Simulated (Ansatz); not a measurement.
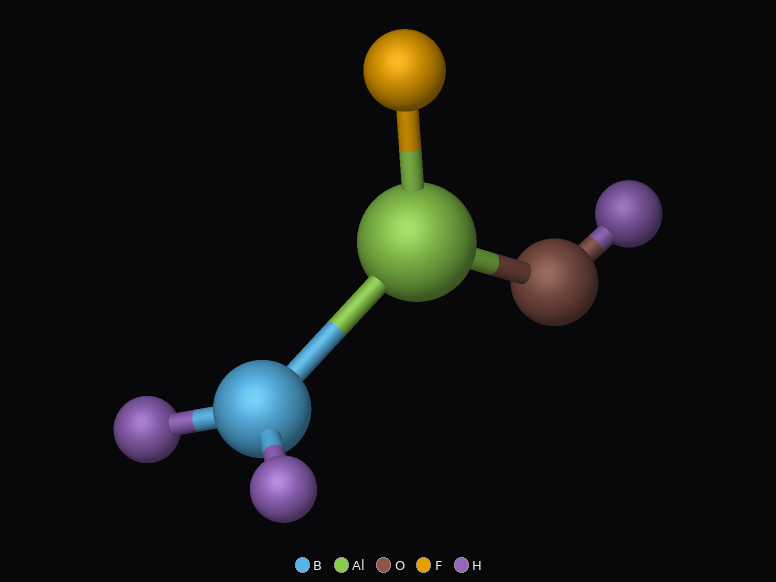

Computed geometry: PBE0-D4/def2-TZVP optimisation. No frequency run is at hand to confirm it as a minimum.

Draw it as a skeletal formula.

SMILES: [BH2][Al]([OH])[F]

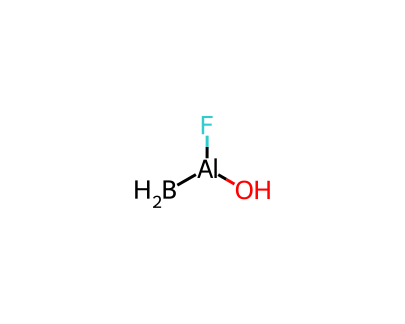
